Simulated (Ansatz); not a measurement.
Input file:

```
crystal:
  lattice:
    - [6.2249965242, 0.0, 0.0]
    - [0.0, 6.2249965242, 0.0]
    - [0.0, 0.0, 6.2249965242]
  atoms:
    - { symbol: Na, position: [0.0, 0.0, 0.0] }
    - { symbol: Pb, position: [0.5, 0.5, 0.5] }
    - { symbol: I, position: [0.5, 0.5, 0.0] }
    - { symbol: I, position: [0.5, 0.0, 0.5] }
    - { symbol: I, position: [0.0, 0.5, 0.5] }
kpoints:
  mp_grid: { grid: [4, 4, 4] }
hamiltonian:
  xc: r2scan
  dispersion: rvv10
scf:
  occupations: { method: fermi_dirac, width: 0.03 }
relax:
  f_tol: 0.01
  cell: {}
  max_steps: 120
output:
  write_density: true
  write_potential: true
  elf: true
  volumetric_format: npy
```

Launched as:

```sh
ansatz run input.yaml --threads 2 --pin off --max-ram 2211MiB --backend cpu --events-out ev --progress --plain --runs-dir out
```

Below, planes, directions and counts refer to the conventional cell (a = 6.26 Å, b = 6.26 Å, c = 6.26 Å, α = 90.00°, β = 90.00°, γ = 90.00°).

The fields are those of the run's last geometry, not of the input's.

Space group Pm-3m; started from the cubic perovskite prototype, which need not be the ambient phase.

Computed with DFT, r2SCAN+rVV10, plane waves, PAW (Ansatz).

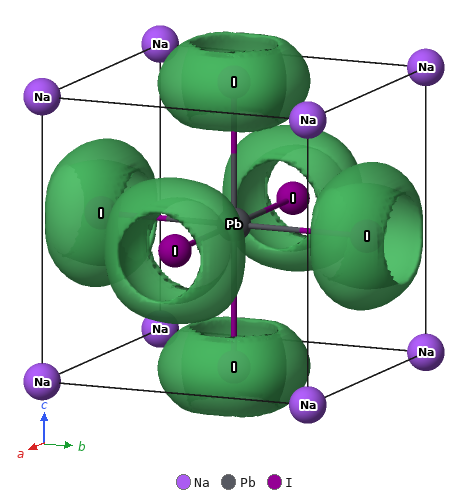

NaPbI3. Isosurface of the electron localisation function at 0.75 (green), seen slightly off an axis. Core shells and regions of very low density are left out. Sticks mark near contacts.

In a PAW calculation such maps are meaningful between the atoms, not at the nuclei.

Identify the bonds, lone pairs and shells in this picture.

The ELF exceeds this value in three regions wrapped around I (the valence shell of each), counted in one cell of 5 atoms. Any copies at cell faces, edges or corners count once.

Values along the shortest contacts:
Pb–I (3.13 Å): the ELF is about 0.35 at the midpoint and 0.25 at its lowest between the atoms. Na–I (4.43 Å): the ELF peaks at about 0.80 in the valence shell of I, 1.4 Å from its nucleus, and drops to about 0 between the two atoms (no shared electron pair shows on this line).
